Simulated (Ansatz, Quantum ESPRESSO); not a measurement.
# 1T-NbSTe, 1 layer: response to a perpendicular field, part 3 of 6

How does 1T-NbSTe, 1 layer respond to a gate-like field without added charge?

Quantum ESPRESSO 7.5; plane-wave DFT, PBE, GBRV ultrasoft pseudopotentials; geometry and cross-check by Ansatz 0.2.0 with PAW datasets.

So far. Step 3 (Ground state: no field): The run needed 13 iterations to bring the estimated error under 1e-09 Ry; the largest force on any atom, held or free, is 0.04 eV/Å. Step 4 (Electrostatic potential): The vacuum is flat to 0.1 meV/Å, so its level is well defined. Inside the slab the curve depends on the local part of the pseudopotentials; only the vacuum level has a meaning of its own.

## 5. Band structure: no field

A bands run reads the converged density and follows the path given under K_POINTS.

f0.bands.in

```
&control
  prefix = 'f0.bands'
  outdir = './out'
  pseudo_dir = './pseudo'
  calculation = 'bands'
  tefield = .true.
  dipfield = .true.
/
&system
  ibrav = 0
  nat = 3
  ntyp = 3
  ecutwfc = 40
  ecutrho = 200
  occupations = 'smearing'
  smearing = 'fd'
  degauss = 0.004
  edir = 3
  emaxpos = 0.97
  eopreg = 0.04
  eamp = 0.0
  nbnd = 18
/
&electrons
  conv_thr = 1e-07
  mixing_beta = 0.4
  electron_maxstep = 120
  mixing_mode = 'local-TF'
/
ATOMIC_SPECIES
  Te  127.6000  te_pbe_v1.uspp.F.UPF
  Nb  92.9064  nb_pbe_v1.uspp.F.UPF
  S   32.0600  s_pbe_v1.4.uspp.F.UPF
CELL_PARAMETERS angstrom
  3.53561976890273 0.00000000000000 0.00000000000000
  -1.76780988445136 3.06193653799223 -0.00000000000000
  0.00000000000000 -0.00000000000000 20.27395108310000
ATOMIC_POSITIONS crystal
  Te  0.666666666667 0.333333333333 0.417057240294
  Nb  0.000000000000 -0.000000000000 0.513661972973
  S   0.333333333333 0.666666666667 0.582759017133
K_POINTS crystal_b
4
  0.0000000000 0.0000000000 0.0000000000 14
  0.5000000000 0.0000000000 0.0000000000 14
  0.3333333333 0.3333333333 0.0000000000 14
  0.0000000000 0.0000000000 0.0000000000 1
```

Run with:

```
$ cp -r out/f0.save out/f0.bands.save
$ cp out/f0.xml out/f0.bands.xml
$ OMP_NUM_THREADS=1 mpirun -n 4 pw.x -nk 4 -in f0.bands.in > f0.bands.out
```

The log of the run:

```text
[banner, memory and clock lines left out]
Program PWSCF v.7.5 starts

          URL

     Presently no symmetry can be used with electric field

     Atomic positions and unit cell read from directory:
     ./out/f0.bands.save/

     G-vector sticks info

     bravais-lattice index     =            0
     lattice parameter (alat)  =       6.6814  a.u.
     unit-cell volume          =    1481.1421 (a.u.)^3
     number of atoms/cell      =            3
     number of atomic types    =            3
     number of electrons       =        25.00
     number of Kohn-Sham states=           18
     kinetic-energy cutoff     =      40.0000  Ry
     charge density cutoff     =     200.0000  Ry
     Exchange-correlation=  SLA  PW   PBX  PBC
                           (   1   4   3   4   0   0   0)

     celldm(1)=   6.681353  celldm(2)=   0.000000  celldm(3)=   0.000000
     celldm(4)=   0.000000  celldm(5)=   0.000000  celldm(6)=   0.000000

     crystal axes: (cart. coord. in units of alat)
               a(1) = (   1.000000   0.000000   0.000000 )
               a(2) = (  -0.500000   0.866025  -0.000000 )
               a(3) = (   0.000000  -0.000000   5.734200 )

     reciprocal axes: (cart. coord. in units 2 pi/alat)
               b(1) = (  1.000000  0.577350  0.000000 )
               b(2) = ( -0.000000  1.154701  0.000000 )
               b(3) = ( -0.000000  0.000000  0.174392 )

     PseudoPot. # 1 for Te read from file:
     ./pseudo/te_pbe_v1.uspp.F.UPF
     Pseudo is Ultrasoft + core correction, Zval =  6.0
     Generated by new atomic code, or converted to UPF format
     Using radial grid of  891 points,  5 beta functions with:
                l(1) =   0
                l(2) =   0
                l(3) =   1
                l(4) =   1
                l(5) =   2
     Q(r) pseudized with  6 coefficients,  rinner =    1.800   1.800   1.800
                                                       1.800   1.800

     PseudoPot. # 2 for Nb read from file:
     ./pseudo/nb_pbe_v1.uspp.F.UPF
     Pseudo is Ultrasoft + core correction, Zval = 13.0
     Generated by new atomic code, or converted to UPF format
     Using radial grid of  887 points,  6 beta functions with:
                l(1) =   0
                l(2) =   0
                l(3) =   1
                l(4) =   1
                l(5) =   2
                l(6) =   2
     Q(r) pseudized with  6 coefficients,  rinner =    1.000   1.000   1.000
                                                       1.000   1.000

     PseudoPot. # 3 for S  read from file:
     ./pseudo/s_pbe_v1.4.uspp.F.UPF
     Pseudo is Ultrasoft + core correction, Zval =  6.0
     Generated by new atomic code, or converted to UPF format
     Using radial grid of  907 points,  6 beta functions with:
                l(1) =   0
                l(2) =   0
                l(3) =   1
                l(4) =   1
                l(5) =   2
                l(6) =   2
     Q(r) pseudized with  8 coefficients,  rinner =    1.300   1.300   1.300
                                                       1.300   1.300

     atomic species   valence    mass     pseudopotential
     Te                6.00   127.60000     Te( 1.00)
     Nb               13.00    92.90640     Nb( 1.00)
     S                 6.00    32.06000     S ( 1.00)

     No symmetry found

   Cartesian axes

     site n.     atom                  positions (alat units)
         1        Te     tau(   1) = (   0.5000000   0.2886751   2.3914897  )
         2        Nb     tau(   2) = (   0.0000000   0.0000000   2.9454405  )
         3        S      tau(   3) = (  -0.0000000   0.5773503   3.3416568  )

     number of k points=    43  Fermi-Dirac smearing, width (Ry)=  0.0040
                       cart. coord. in units 2pi/alat
        k(    1) = (   0.0000000   0.0000000   0.0000000), wk =   0.0465116
        k(    2) = (   0.0357143   0.0206197   0.0000000), wk =   0.0465116
        k(    3) = (   0.0714286   0.0412393   0.0000000), wk =   0.0465116
        k(    4) = (   0.1071429   0.0618590   0.0000000), wk =   0.0465116
        k(    5) = (   0.1428571   0.0824786   0.0000000), wk =   0.0465116
        k(    6) = (   0.1785714   0.1030983   0.0000000), wk =   0.0465116
        k(    7) = (   0.2142857   0.1237179   0.0000000), wk =   0.0465116
        k(    8) = (   0.2500000   0.1443376   0.0000000), wk =   0.0465116
        k(    9) = (   0.2857143   0.1649572   0.0000000), wk =   0.0465116
        k(   10) = (   0.3214286   0.1855769   0.0000000), wk =   0.0465116
        k(   11) = (   0.3571429   0.2061965   0.0000000), wk =   0.0465116
        k(   12) = (   0.3928571   0.2268162   0.0000000), wk =   0.0465116
        k(   13) = (   0.4285714   0.2474358   0.0000000), wk =   0.0465116
        k(   14) = (   0.4642857   0.2680555   0.0000000), wk =   0.0465116
        k(   15) = (   0.5000000   0.2886751   0.0000000), wk =   0.0465116
        k(   16) = (   0.4880952   0.3092948   0.0000000), wk =   0.0465116
        k(   17) = (   0.4761905   0.3299144   0.0000000), wk =   0.0465116
        k(   18) = (   0.4642857   0.3505341   0.0000000), wk =   0.0465116
        k(   19) = (   0.4523810   0.3711537   0.0000000), wk =   0.0465116
        k(   20) = (   0.4404762   0.3917734   0.0000000), wk =   0.0465116
        k(   21) = (   0.4285714   0.4123930   0.0000000), wk =   0.0465116
        k(   22) = (   0.4166667   0.4330127   0.0000000), wk =   0.0465116
        k(   23) = (   0.4047619   0.4536324   0.0000000), wk =   0.0465116
        k(   24) = (   0.3928571   0.4742520   0.0000000), wk =   0.0465116
        k(   25) = (   0.3809524   0.4948717   0.0000000), wk =   0.0465116
        k(   26) = (   0.3690476   0.5154913   0.0000000), wk =   0.0465116
        k(   27) = (   0.3571429   0.5361110   0.0000000), wk =   0.0465116
        k(   28) = (   0.3452381   0.5567306   0.0000000), wk =   0.0465116
        k(   29) = (   0.3333333   0.5773503   0.0000000), wk =   0.0465116
        k(   30) = (   0.3095238   0.5361110   0.0000000), wk =   0.0465116
        k(   31) = (   0.2857143   0.4948717   0.0000000), wk =   0.0465116
        k(   32) = (   0.2619048   0.4536324   0.0000000), wk =   0.0465116
        k(   33) = (   0.2380952   0.4123930   0.0000000), wk =   0.0465116
        k(   34) = (   0.2142857   0.3711537   0.0000000), wk =   0.0465116
        k(   35) = (   0.1904762   0.3299144   0.0000000), wk =   0.0465116
        k(   36) = (   0.1666667   0.2886751   0.0000000), wk =   0.0465116
        k(   37) = (   0.1428571   0.2474358   0.0000000), wk =   0.0465116
        k(   38) = (   0.1190476   0.2061965   0.0000000), wk =   0.0465116
[...]
3.3657   4.6352

          k = 0.3214 0.1856 0.0000 (  6308 PWs)   bands (ev):

   -55.7960 -31.9631 -31.8472 -31.8280 -13.0816 -11.6427  -5.0367  -4.3465
    -4.0191  -3.4729  -2.4105  -1.1483  -0.7395   1.0834   1.3185   3.1934
     3.3996   4.9562

          k = 0.3571 0.2062 0.0000 (  6322 PWs)   bands (ev):

   -55.7945 -31.9825 -31.8517 -31.8238 -13.0101 -11.4580  -5.2310  -4.6020
    -3.8869  -3.5003  -2.5562  -1.1443  -0.8168   1.2273   1.3408   3.3682
     3.4280   5.0669

          k = 0.3929 0.2268 0.0000 (  6322 PWs)   bands (ev):

   -55.7932 -31.9987 -31.8555 -31.8204 -12.9535 -11.2819  -5.5048  -4.7078
    -3.8004  -3.5285  -2.6524  -1.1331  -0.8692   1.3693   1.3904   3.4470
     3.4563   4.8474

          k = 0.4286 0.2474 0.0000 (  6316 PWs)   bands (ev):

   -55.7922 -32.0108 -31.8584 -31.8178 -12.9126 -11.1332  -5.7634  -4.7250
    -3.7937  -3.5525  -2.6758  -1.1214  -0.9037   1.3995   1.5504   3.4194
     3.4568   4.7782

          k = 0.4643 0.2681 0.0000 (  6332 PWs)   bands (ev):

   -55.7916 -32.0184 -31.8601 -31.8162 -12.8880 -11.0322  -5.9396  -4.7121
    -3.8300  -3.5685  -2.6572  -1.1131  -0.9241   1.4229   1.6749   3.3224
     3.4603   4.7727

          k = 0.5000 0.2887 0.0000 (  6334 PWs)   bands (ev):

   -55.7914 -32.0209 -31.8607 -31.8156 -12.8798 -10.9963  -6.0018  -4.7032
    -3.8507  -3.5740  -2.6445  -1.1102  -0.9310   1.4317   1.7237   3.2742
     3.4610   4.7473

          k = 0.4881 0.3093 0.0000 (  6326 PWs)   bands (ev):

   -55.7914 -32.0205 -31.8614 -31.8156 -12.8785 -10.9941  -5.9948  -4.7030
    -3.8484  -3.5797  -2.6402  -1.2592  -0.8053   1.4294   1.7167   3.2762
     3.4213   4.8123

          k = 0.4762 0.3299 0.0000 (  6328 PWs)   bands (ev):

   -55.7913 -32.0194 -31.8637 -31.8154 -12.8746 -10.9874  -5.9738  -4.7029
    -3.8417  -3.5954  -2.6290  -1.4910  -0.6417   1.4230   1.6955   3.2467
     3.3618   4.9315

          k = 0.4643 0.3505 0.0000 (  6336 PWs)   bands (ev):

   -55.7912 -32.0176 -31.8673 -31.8151 -12.8683 -10.9763  -5.9390  -4.7035
    -3.8303  -3.6177  -2.6152  -1.7450  -0.4958   1.4136   1.6601   3.1321
     3.3769   4.9759

          k = 0.4524 0.3712 0.0000 (  6318 PWs)   bands (ev):

   -55.7911 -32.0150 -31.8722 -31.8148 -12.8599 -10.9612  -5.8906  -4.7061
    -3.8143  -3.6424  -2.6042  -2.0115  -0.3690   1.4010   1.6117   3.0028
     3.4220   5.0288

          k = 0.4405 0.3918 0.0000 (  6324 PWs)   bands (ev):

   -55.7909 -32.0117 -31.8784 -31.8143 -12.8497 -10.9424  -5.8289  -4.7118
    -3.7938  -3.6664  -2.6021  -2.2827  -0.2574   1.3812   1.5547   2.8907
     3.4774   5.0836

          k = 0.4286 0.4124 0.0000 (  6338 PWs)   bands (ev):

   -55.7907 -32.0078 -31.8855 -31.8138 -12.8383 -10.9203  -5.7543  -4.7214
    -3.7708  -3.6875  -2.6198  -2.5434  -0.1556   1.3453   1.4972   2.8073
     3.5362   5.1332

          k = 0.4167 0.4330 0.0000 (  6340 PWs)   bands (ev):

   -55.7905 -32.0033 -31.8936 -31.8132 -12.8262 -10.8958  -5.6674  -4.7349
    -3.7606  -3.6953  -2.8114  -2.6306  -0.0574   1.2857   1.4458   2.7582
     3.5932   5.1708

          k = 0.4048 0.4536 0.0000 (  6348 PWs)   bands (ev):

   -55.7903 -31.9982 -31.9023 -31.8126 -12.8139 -10.8695  -5.5686  -4.7517
    -3.7983  -3.6686  -3.0295  -2.6741   0.0428   1.2076   1.3947   2.7447
     3.6434   5.1911

          k = 0.3929 0.4743 0.0000 (  6340 PWs)   bands (ev):

   -55.7900 -31.9926 -31.9114 -31.8121 -12.8020 -10.8427  -5.4589  -4.7701
    -3.8902  -3.6234  -3.1906  -2.7317   0.1491   1.1221   1.3348   2.7643
     3.6821   5.1913

          k = 0.3810 0.4949 0.0000 (  6332 PWs)   bands (ev):

   -55.7898 -31.9866 -31.9207 -31.8115 -12.7912 -10.8166  -5.3389  -4.7885
    -4.0376  -3.5702  -3.2807  -2.8015   0.2640   1.0370   1.2621   2.8100
     3.7052   5.1733

          k = 0.3690 0.5155 0.0000 (  6320 PWs)   bands (ev):

   -55.7897 -31.9802 -31.9299 -31.8111 -12.7819 -10.7929  -5.2098  -4.8047
    -4.2205  -3.5138  -3.3158  -2.8787   0.3877   0.9578   1.1775   2.8719
     3.7108   5.1443

          k = 0.3571 0.5361 0.0000 (  6325 PWs)   bands (ev):

   -55.7895 -31.9737 -31.9386 -31.8107 -12.7747 -10.7734  -5.0736  -4.8166
    -4.4122  -3.4594  -3.3209  -2.9553   0.5179   0.8895   1.0838   2.9368
     3.7012   5.1143

          k = 0.3452 0.5567 0.0000 (  6319 PWs)   bands (ev):

   -55.7894 -31.9677 -31.9460 -31.8105 -12.7702 -10.7601  -4.9379  -4.8177
    -4.5938  -3.4152  -3.3158  -3.0169   0.6425   0.8437   0.9849   2.9883
     3.6853   5.0923

          k = 0.3333 0.5774 0.0000 (  6327 PWs)   bands (ev):

   -55.7894 -31.9646 -31.9497 -31.8104 -12.7686 -10.7552  -4.8694  -4.7585
    -4.7384  -3.3954  -3.3144  -3.0416   0.7003   0.8636   0.9005   3.0086
     3.6771   5.0843

          k = 0.3095 0.5361 0.0000 (  6317 PWs)   bands (ev):

   -55.7895 -31.9724 -31.9396 -31.8108 -12.7755 -10.7786  -5.0274  -4.8187
    -4.4485  -3.4706  -3.3044  -2.9623   0.6038   0.7273   1.1563   2.9296
     3.7086   5.1200

          k = 0.2857 0.4949 0.0000 (  6335 PWs)   bands (ev):

   -55.7900 -31.9802 -31.9243 -31.8120 -12.7976 -10.8558  -5.1465  -4.7947
    -4.1547  -3.5622  -3.3068  -2.8051   0.4067   0.6942   1.4308   2.7676
     3.7405   5.2310

          k = 0.2619 0.4536 0.0000 (  6327 PWs)   bands (ev):

   -55.7909 -31.9827 -31.9086 -31.8142 -12.8358 -10.9893  -5.1360  -4.7577
    -3.9633  -3.5675  -3.2878  -2.6217   0.2018   0.7136   1.6227   2.6256
     3.7174   5.4065

          k = 0.2381 0.4124 0.0000 (  6315 PWs)   bands (ev):

   -55.7921 -31.9791 -31.8933 -31.8174 -12.8907 -11.1696  -5.0215  -4.6974
    -3.9205  -3.5754  -3.0997  -2.4278   0.0190   0.7492   1.6905   2.5406
     3.6582   5.5997

          k = 0.2143 0.3712 0.0000 (  6315 PWs)   bands (ev):

   -55.7936 -31.9693 -31.8787 -31.8215 -12.9622 -11.3791  -4.8922  -4.5421
    -3.9954  -3.5561  -2.8079  -2.2361  -0.1154   0.7676   1.6659   2.4949
     3.5748   5.5092

          k = 0.1905 0.3299 0.0000 (  6307 PWs)   bands (ev):

   -55.7955 -31.9540 -31.8653 -31.8263 -13.0498 -11.5978  -4.8137  -4.2596
    -4.1588  -3.4324  -2.5257  -2.0556  -0.1718   0.7452   1.6069   2.4865
     3.4474   5.0987

          k = 0.1667 0.2887 0.0000 (  6319 PWs)   bands (ev):

   -55.7975 -31.9342 -31.8534 -31.8316 -13.1517 -11.8078  -4.7431  -4.3919
    -3.9051  -3.2118  -2.3144  -1.8732  -0.1375   0.6953   1.5312   2.5438
     3.2696   4.6932

          k = 0.1429 0.2474 0.0000 (  6333 PWs)   bands (ev):

   -55.7997 -31.9114 -31.8434 -31.8365 -13.2642 -11.9962  -4.7084  -4.5500
    -3.6560  -2.8571  -2.2063  -1.6613  -0.0471   0.6735   1.4316   2.6792
     3.0654   4.3291

          k = 0.1190 0.2062 0.0000 (  6327 PWs)   bands (ev):

   -55.8018 -31.8874 -31.8435 -31.8329 -13.3809 -12.1559  -4.8788  -4.4560
    -3.5356  -2.4044  -2.1563  -1.4182   0.0253   0.7355   1.3074   2.8569
     2.9003   4.0156

          k = 0.0952 0.1650 0.0000 (  6345 PWs)   bands (ev):

   -55.8037 -31.8647 -31.8478 -31.8258 -13.4932 -12.2842  -5.0700  -4.2810
    -3.5011  -2.2993  -1.7673  -1.1499   0.0497   0.8429   1.1643   2.7930
     3.0978   3.7560

          k = 0.0714 0.1237 0.0000 (  6331 PWs)   bands (ev):

   -55.8054 -31.8544 -31.8418 -31.8202 -13.5920 -12.3816  -5.2319  -4.0728
    -3.5098  -2.4099  -1.2165  -0.8630   0.0552   0.8750   1.0087   2.8818
     3.3022   3.5511

          k = 0.0476 0.0825 0.0000 (  6343 PWs)   bands (ev):

   -55.8067 -31.8569 -31.8266 -31.8161 -13.6690 -12.4497  -5.3535  -3.8513
    -3.5332  -2.5697  -0.7070  -0.5754   0.0717   0.7740   0.8503   3.1358
     3.3933   3.4679

          k = 0.0238 0.0412 0.0000 (  6361 PWs)   bands (ev):

   -55.8075 -31.8589 -31.8164 -31.8137 -13.7177 -12.4899  -5.4288  -3.6529
    -3.5534  -2.7328  -0.3388  -0.3246   0.1468   0.6121   0.6707   3.2877
     3.4473   3.5581

          k = 0.0000 0.0000 0.0000 (  6377 PWs)   bands (ev):

   -55.8077 -31.8596 -31.8129 -31.8129 -13.7344 -12.5032  -5.4542  -3.5611
    -3.5611  -2.8130  -0.2151  -0.2151   0.2701   0.5246   0.5246   3.2577
     3.5878   3.5878

     XML data file, pseudopotentials, collected wavefunctions

                                        0.00s GPU  (     518 calls)
[key lines of the parts left out:]
Dipole field         -0.0008 Ry au,
```

It took 20 s on 4 MPI ranks of Arm Neoverse V1, shared host; peak memory 0.32 GiB.

Band numbers count within the set of bands kept for display. Electronic bands along the path, in eV, zero at the Fermi level; # counts the bands kept:

| point | #3 | #4 | #5 | #6 | #7 | #8 | #9 | #10 |
| --- | --- | --- | --- | --- | --- | --- | --- | --- |
| Γ | -3.40 | -2.65 | -0.05 | -0.05 | 0.43 | 0.69 | 0.69 | 3.42 |
| M | -3.69 | -3.41 | -2.48 | -0.95 | -0.77 | 1.59 | 1.89 | 3.44 |
| K | -4.58 | -3.23 | -3.15 | -2.88 | 0.86 | 1.03 | 1.06 | 3.17 |
| Γ | -3.40 | -2.65 | -0.05 | -0.05 | 0.43 | 0.69 | 0.69 | 3.42 |

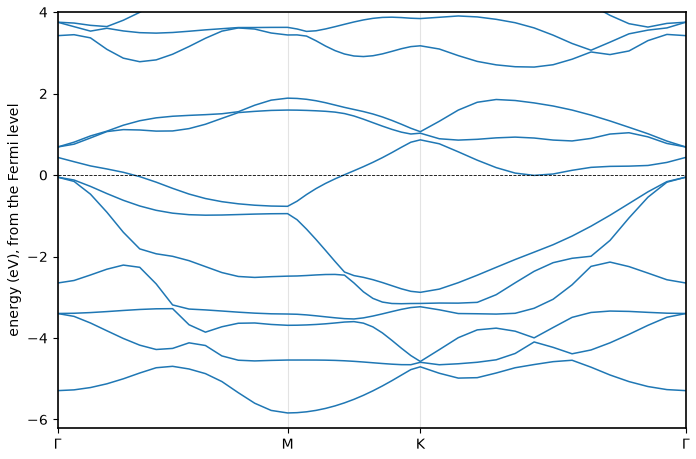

Electronic bands along the path.

## 6. Ground state: field 0.1 V/Å

eamp is the field in Hartree atomic units (1 a.u. = 51.42 V/Å). With dipfield on, it is the field in the vacuum beside an isolated sheet. The run starts from the density of the one before.

f1.in

```
&control
  prefix = 'f1'
  outdir = './out'
  pseudo_dir = './pseudo'
  calculation = 'scf'
  tprnfor = .true.
  tefield = .true.
  dipfield = .true.
/
&system
  ibrav = 0
  nat = 3
  ntyp = 3
  ecutwfc = 40
  ecutrho = 200
  occupations = 'smearing'
  smearing = 'fd'
  degauss = 0.004
  edir = 3
  emaxpos = 0.97
  eopreg = 0.04
  eamp = 0.00194469
/
&electrons
  conv_thr = 1e-09
  mixing_beta = 0.4
  electron_maxstep = 120
  mixing_mode = 'plain'
  startingpot = 'file'
/
ATOMIC_SPECIES
  Te  127.6000  te_pbe_v1.uspp.F.UPF
  Nb  92.9064  nb_pbe_v1.uspp.F.UPF
  S   32.0600  s_pbe_v1.4.uspp.F.UPF
CELL_PARAMETERS angstrom
  3.53561976890273 0.00000000000000 0.00000000000000
  -1.76780988445136 3.06193653799223 -0.00000000000000
  0.00000000000000 -0.00000000000000 20.27395108310000
ATOMIC_POSITIONS crystal
  Te  0.666666666667 0.333333333333 0.417057240294
  Nb  0.000000000000 -0.000000000000 0.513661972973
  S   0.333333333333 0.666666666667 0.582759017133
K_POINTS automatic
  12 12 1 0 0 0
```

Run with:

```
$ cp -r out/f0.save out/f1.save
$ OMP_NUM_THREADS=1 mpirun -n 4 pw.x -nk 4 -in f1.in > f1.out
```

The log of the run:

```text
[banner, memory and clock lines left out]
Program PWSCF v.7.5 starts
[...]
number of electrons       =        25.00
     number of Kohn-Sham states=           17
     kinetic-energy cutoff     =      40.0000  Ry
     charge density cutoff     =     200.0000  Ry
[...]
number of k points=    74  Fermi-Dirac smearing, width (Ry)=  0.0040
[...]
Dense  grid:    70637 G-vectors     FFT dimensions: (  32,  32, 180)
[...]
The initial density is read from file :
[...]
negative rho (up, down):  2.729E-03 0.000E+00
[...]
Starting wfcs are   21 randomized atomic wfcs
[...]
negative rho (up, down):  2.722E-03 0.000E+00
[...]
estimated scf accuracy    <       0.01531845 Ry
[...]
negative rho (up, down):  2.736E-03 0.000E+00
[...]
estimated scf accuracy    <       0.27309902 Ry
[...]
negative rho (up, down):  2.730E-03 0.000E+00
[...]
estimated scf accuracy    <       0.00041913 Ry
[...]
negative rho (up, down):  2.728E-03 0.000E+00
[...]
estimated scf accuracy    <       0.00000858 Ry
[...]
negative rho (up, down):  2.727E-03 0.000E+00
[...]
estimated scf accuracy    <       0.00000268 Ry
[...]
negative rho (up, down):  2.727E-03 0.000E+00
[...]
estimated scf accuracy    <       0.00000028 Ry
[...]
negative rho (up, down):  2.726E-03 0.000E+00
[...]
estimated scf accuracy    <       0.00000001 Ry
[...]
negative rho (up, down):  2.726E-03 0.000E+00
[...]
estimated scf accuracy    <       0.00000001 Ry
[...]
negative rho (up, down):  2.726E-03 0.000E+00
[...]
estimated scf accuracy    <          1.4E-09 Ry
[...]
negative rho (up, down):  2.726E-03 0.000E+00
[...]
Computed dipole along edir(3) :
        Dipole               -0.0353 Ry au,         -0.0898 Debye
        Dipole field         -0.0003 Ry au,
        E field amplitude [Ha a.u.]:  1.9447E-03
        Potential amp.        0.1651 Ry
        Total length         36.7797 bohr
[...]
the Fermi energy is    -0.1628 ev
!    total energy              =    -168.68316083 Ry
     estimated scf accuracy    <          5.8E-11 Ry
     smearing contrib. (-TS)   =      -0.00200343 Ry
     internal energy E=F+TS    =    -168.68115739 Ry
[...]
one-electron contribution =    -821.23637810 Ry
     hartree contribution      =     411.20046666 Ry
     xc contribution           =     -41.29447280 Ry
     ewald contribution        =     282.64907881 Ry
     electric field correction =       0.00014804 Ry
     convergence has been achieved in  10 iterations
     negative rho (up, down):  2.726E-03 0.000E+00
[...]
Total force =     0.002749     Total SCF correction =     0.000044
[...]
```

Elapsed: 50 s, on 4 MPI ranks; peak memory 0.73 GiB.

Numbers from this step:

```
free energy             : -2295.0513 eV
energy at zero smearing : -2295.0377 eV
Fermi energy            : -0.1628 eV
dipole along the normal : -0.01870 e·Å
```

The dipole goes from -0.0525 to -0.0187 e Å, 0.3383 e Å per V/Å.

## 7. Electrostatic potential

f1.pot.in

```
&inputpp
  prefix = 'f1'
  outdir = './out'
  filplot = 'f1.pot.dat'
  plot_num = 11
/
```

Run with:

```
$ OMP_NUM_THREADS=1 mpirun -n 4 pp.x -in f1.pot.in > f1.pot.out
```

It took 1.1 s on 4 MPI ranks; peak memory 0.1 GiB.

This step gave:

- slope of the potential above: 0.1000 eV/Å
- upper vacuum line continued to the top atoms, over the Fermi level: 5.101 eV
- slope of the potential below: 0.09991 eV/Å
- lower vacuum line continued to the bottom atoms, over the Fermi level: 4.453 eV

The slope in the vacuum is 0.100 eV/Å for an applied 0.10 V/Å, as it should be.

[end of part 3 of 6]

[Logs are printed without paths, hosts, clocks, repeated set-up lines and the standing remarks that a program may print on its own settings, such as how far it seeks lower states.]

[Hosts, paths, dates, database ids (printed as entryN), source tags and the programs' standing remarks are cut or masked in the printed files.]

[Maps of the electrostatic potential energy from Ansatz leave out the sawtooth potential of an applied field or a dipole correction, so their vacuum need not be flat; planar profiles and work functions include it.]
